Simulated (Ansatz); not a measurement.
# HfH2: how the settings move a single-point run

Question: which choices in the input matter for HfH2?

Program: Ansatz 0.2.0. Level of theory: reference: DFT, LDA, PAW with Ansatz's default frozen-core files, scalar-relativistic. These are calculated values, not measurements.

### 1 The structure to begin with

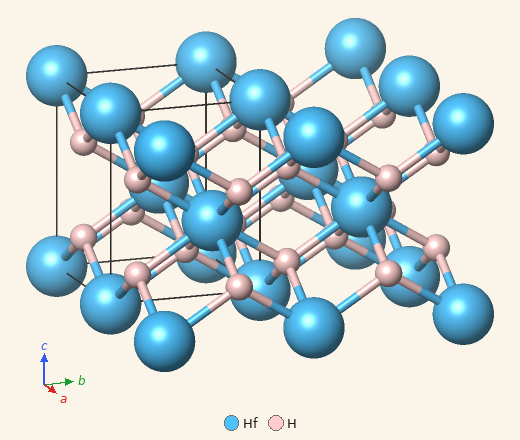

Start, viewed slightly off an axis; hafnium blue, hydrogen pink. 2×2×1 cells are drawn. Atoms on the faces are drawn again on the opposite ones. The cell drawn here is the conventional one.

Structure file:

```cif
data_structure
_symmetry_space_group_name_H-M 'P 1'
_symmetry_Int_Tables_number 1
_cell_length_a 3.2866
_cell_length_b 3.2866
_cell_length_c 3.2866
_cell_angle_alpha 115.744
_cell_angle_beta 115.744
_cell_angle_gamma 97.544
_cell_volume 26.47
loop_
_atom_site_label
_atom_site_type_symbol
_atom_site_fract_x
_atom_site_fract_y
_atom_site_fract_z
_atom_site_occupancy
Hf1 Hf 0.00000 0.00000 0.00000 1
H1 H 0.25000 0.75000 0.50000 1
H2 H 0.75000 0.25000 0.50000 1
```

### 2 Baseline

The input, input.yaml:

```yaml
crystal:
  lattice:
    - [-1.7478424935, 1.7478424935, 2.1660367287]
    - [1.7478424935, -1.7478424935, 2.1660367287]
    - [1.7478424935, 1.7478424935, -2.1660367287]
  atoms:
    - { symbol: Hf, position: [0.0, 0.0, 0.0] }
    - { symbol: H, position: [0.25, 0.75, 0.5] }
    - { symbol: H, position: [0.75, 0.25, 0.5] }
kpoints:
  mp_grid: { grid: [15, 15, 15] }
scf:
  occupations: { method: fermi_dirac, width: 0.03 }
hamiltonian:
  xc: lda
  pseudopotentials: { kind: paw }
output:
  forces: true
  stress: true
  eigenvalues: true
  efg: { contact_densities: true }
  write_density: true
  write_potential: true
  elf: true
  volumetric_format: npy
```

Command:

```console
$ ansatz run input.yaml --threads 1 --pin off --max-ram 4096MiB --backend cpu --events-out ev --progress --plain --runs-dir out
```

From the output:

```text
[...]
Basis set: ecut = 420 eV, 527 PW (Γ)
[...]
k-points: 288 of 3375
[...]
SCF iter   1: F=—  HF=-15509.841117 eV  |F-HF|=—  |Δ(HF+E_count)|=         —  Δρ=1.12e-2  dr2=2.28e-2  ethr=1.77e-3  ⟨swp⟩=5.2  Hψ=21862  notcnv=0
preconditioner: auto → Kerker (q_TF=auto, 2.754 Å⁻¹)  [metal: Δε(μ)=0.003 eV  Ē_g=18.573 eV  σ=0.030 eV  W_gap=0.03  n_scr=12 (ndim 8)  ℏωp=36.8 eV  f_vac=0.000  D(μ)=0.56/eV (n_scr^D=0)]
SCF iter   2: F=—  HF=-15509.834952 eV  |F-HF|=—  |Δ(HF+E_count)|=   6.17e-3  Δρ=6.30e-3  dr2=7.62e-3  ethr=8.16e-5  ⟨swp⟩=2.0  Hψ=8518  notcnv=0
[...]
SCF iter   6: F=—  HF=-15509.832107 eV  |F-HF|=—  |Δ(HF+E_count)|=   6.01e-7  Δρ=2.33e-5  dr2=1.46e-7  ethr=4.77e-9  ⟨swp⟩=2.0  Hψ=8957  notcnv=0
SCF iter   7: F=-15509.832107 eV  HF=-15509.832107 eV  |F-HF|=2.36e-8  |Δ(HF+E_count)|=   1.74e-9  Δρ=8.61e-6  dr2=2.68e-8  ethr=3.57e-10  ⟨swp⟩=7.8  Hψ=32611  notcnv=0
[...]
SCF converged after 7 iterations
Free energy (F): -15509.832107 eV
[...]
E sigma→0 (E₀):  -15509.831313 eV
[...]
Fermi energy:    17.893351 eV
[...]
  P = ⅓ Tr σ = -8.9669 GPa (-89.669 kbar)
[...]
```

Run time: 6.2 s. Hardware: 1 thread of Intel Xeon 6975P-C (Granite Rapids), shared host; peak memory 0.51 GiB.

### 3 Variant: n_extra_bands 1

Changes to input.yaml since step 2:

```diff
@@ -13,2 +13,3 @@
   occupations: { method: fermi_dirac, width: 0.03 }
+  n_extra_bands: 1
 hamiltonian:
@@ -21,5 +22 @@
   efg: { contact_densities: true }
-  write_density: true
-  write_potential: true
-  elf: true
-  volumetric_format: npy
```

Command:

```console
$ ansatz run input.yaml --threads 1 --pin off --max-ram 4096MiB --backend cpu --events-out ev --progress --plain --runs-dir out
```

The log of the run (excerpt; [...] marks lines left out):

```text
scf.n_extra_bands = 1 over 14 filled bands (N_el = 28.0): the run solves 15 bands
Hf: output.efg is read without spin–orbit coupling, which moves field gradients at and beside such atoms by some per cent and up to a factor of two; PAW files take it under magnetization.noncollinear and magnetization.spin_orbit
[...]
Pseudopotentials: kind: paw
Pseudopotential: Hf, paw, valence charge 26, recommended cutoff 420 eV (normal)
Pseudopotential: H, paw, valence charge 1, recommended cutoff 420 eV (normal)
Functional definition: SPW92
[...]
Crystal: 3 atoms, lattice volume = 26.469 Å³
Basis set: ecut = 420 eV, 527 PW (Γ)
Bands: 15, of which v1, the nominal top of the filled ones, is band 14 counted from 1 (13 counted from 0)
Symmetry: 16 space group operations
Space group: I4/mmm (ITA 139), of the structure as read, at distance tolerance 3.0e-5 Å
k-points: 288 of 3375
[...]
SCF iter   1: F=—  HF=-15509.841033 eV  |F-HF|=—  |Δ(HF+E_count)|=         —  Δρ=1.12e-2  dr2=2.28e-2  ethr=1.77e-3  ⟨swp⟩=4.0  Hψ=17991  notcnv=0
[...]
SCF iter   7: F=-15509.832107 eV  HF=-15509.832107 eV  |F-HF|=1.99e-8  |Δ(HF+E_count)|=   7.86e-9  Δρ=8.39e-6  dr2=2.57e-8  ethr=3.57e-10  ⟨swp⟩=4.7  Hψ=18470  notcnv=0
[...]
SCF converged after 7 iterations
Free energy (F): -15509.832107 eV
[...]
E sigma→0 (E₀):  -15509.831313 eV
Entropy (-TS):   -0.001588 eV (-0.529 meV/atom)
Fermi energy:    17.893350 eV
[...]
--- Forces (eV/Å), atoms counted from 1 ---
  atom   1  Hf    -0.00000000    -0.00000000     0.00000000
  atom   2  H      0.00000000    -0.00000000     0.00000000
  atom   3  H     -0.00000000     0.00000000    -0.00000000
[...]
--- Stress (GPa, compression-positive) ---
       -8.936152      -0.000000       0.000000
       -0.000000      -8.936152      -0.000000
        0.000000      -0.000000      -9.028247
  P = ⅓ Tr σ = -8.9669 GPa (-89.669 kbar)
--- PAW observables at the nuclei: V_zz in 10²¹ V/m², potentials from the cell's mean, atoms counted from 1 ---
  atom   1  Hf V_zz =    -3.483576   η = 0.0000   by run symmetry: allowed
            electrostatic potential = -14181.357442 V   contact ρ = 7500112.349954 e/Å³
  atom   2  H  V_zz =    -0.016534   η = 0.0000   by run symmetry: allowed
            electrostatic potential = -50.665981 V   contact ρ = 2.805982 e/Å³
  atom   3  H  V_zz =    -0.016534   η = 0.0000   by run symmetry: allowed
            electrostatic potential = -50.665981 V   contact ρ = 2.805982 e/Å³
--- Band table (eV; the first three rows and the last of 288) ---
  k-point 0: bands = ["-44.5593", "-13.0458", "-13.0458", "-12.9899", "5.3318", "5.4348", "5.4348", "5.4429", "5.4643", "5.4643", "5.4955", "6.7152", "16.9090", "17.3786", "17.3786"]
[...]
```

Run time: 5.1 s. Hardware: 1 thread of Intel Xeon 6975P-C (Granite Rapids), shared host; peak memory 0.5 GiB.

Energy and cycle count are those of the reference, so the change (band count) left the result and the number of cycles as they were.

### 4 Variant: n_extra_bands 8, xc r2scan, ecutwfc 40.4 Ry

Changes to input.yaml since step 2:

```diff
@@ -13,4 +13,5 @@
   occupations: { method: fermi_dirac, width: 0.03 }
+  n_extra_bands: 8
 hamiltonian:
-  xc: lda
+  xc: r2scan
   pseudopotentials: { kind: paw }
@@ -21,5 +22,3 @@
   efg: { contact_densities: true }
-  write_density: true
-  write_potential: true
-  elf: true
-  volumetric_format: npy
+basis:
+  ecutwfc: "40.4 Ry"
```

Command:

```console
$ ansatz run input.yaml --threads 1 --pin off --max-ram 4096MiB --backend cpu --events-out ev --progress --plain --runs-dir out
```

The log of the run (excerpt; [...] marks lines left out):

```text
scf.n_extra_bands = 8 over 14 filled bands (N_el = 28.0): the run solves 22 bands
Hf: output.efg is read without spin–orbit coupling, which moves field gradients at and beside such atoms by some per cent and up to a factor of two; PAW files take it under magnetization.noncollinear and magnetization.spin_orbit
[...]
[... 1 set-up line as earlier in the session ...]
Pseudopotential: Hf, paw, valence charge 26, recommended cutoff 500 eV (meta_gga)
Pseudopotential: H, paw, valence charge 1, recommended cutoff 500 eV (meta_gga)
Functional definition: r2SCAN
[...]
Crystal: 3 atoms, lattice volume = 26.469 Å³
Basis set: ecut = 549.6700021689576 eV, 781 PW (Γ), exchange–correlation on 108×108×108 points (64 copies of the dense FFT grid, shifted against one another)
Bands: 22, of which v1, the nominal top of the filled ones, is band 14 counted from 1 (13 counted from 0)
[... 1 set-up line as earlier in the session ...]
[...]
  atom   1  Hf     0.00000000    -0.00000000    -0.00000000
  atom   2  H      0.00000000     0.00000000     0.00000000
  atom   3  H     -0.00000000     0.00000000    -0.00000000
[...]
--- Stress (GPa, compression-positive) ---
       -3.667113      -0.000000       0.000000
       -0.000000      -3.667113      -0.000000
        0.000000      -0.000000      -3.172032
  P = ⅓ Tr σ = -3.5021 GPa (-35.021 kbar)
--- PAW observables at the nuclei: V_zz in 10²¹ V/m², potentials from the cell's mean, atoms counted from 1 ---
  atom   1  Hf V_zz =    -3.291581   η = 0.0000   by run symmetry: allowed
            electrostatic potential = -14182.088972 V   contact ρ = 7524973.293638 e/Å³
  atom   2  H  V_zz =    +0.004003   η = 0.0000   by run symmetry: allowed
            electrostatic potential = -51.609133 V   contact ρ = 2.981077 e/Å³
  atom   3  H  V_zz =    +0.004003   η = 0.0000   by run symmetry: allowed
            electrostatic potential = -51.609133 V   contact ρ = 2.981077 e/Å³
--- Band table (eV; the first three rows and the last of 288) ---
[... band rows left out ...]
[...]
```

Run time: 11 s. Hardware: 1 thread of Intel Xeon 6975P-C (Granite Rapids), shared host; peak memory 0.64 GiB.

Total energies don't compare across a change of functional; the pressure goes from -9.0 to -3.5 GPa. The cutoff changed too.

### 5 Side by side

| run | ending | energy change | pressure (GPa) | gap (eV) | force (eV/Å) | cycles | time |
| --- | --- | --- | --- | --- | --- | --- | --- |
| reference | converged | 0 | -9.0 | 0.00 | 0.00 | 7 | 6.2 s |
| 1: n_extra_bands 1 | converged | 0.0 meV/atom | -9.0 | 0.00 | 0.00 | 7 | 5.1 s |
| 2: n_extra_bands 8, xc r2scan, ecutwfc 40.4 Ry | converged | not comparable | -3.5 | 0.00 | 0.00 | 7 | 11 s |

Times don't compare one to one where runs were asked for different outputs or read a saved state (see the inputs); cycles may leave out searches for a lower state.

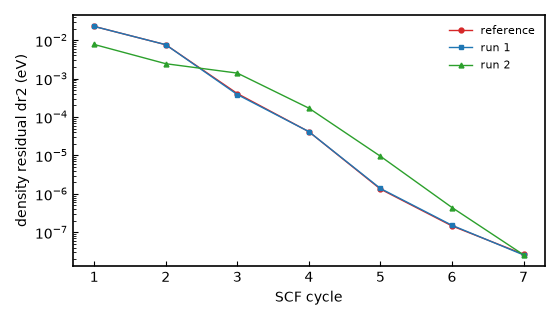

Residual by cycle in the longest SCF loop of each run; runs are numbered as in the table.

«n_extra_bands 1» leaves the energy as it was. The pressure spans -9.0 to -3.5 GPa over the reference and the converged variants. Of the variants the dearest is «n_extra_bands 8, xc r2scan, ecutwfc 40.4 Ry» (11 s), the cheapest «n_extra_bands 1» (5.1 s), on a shared host.
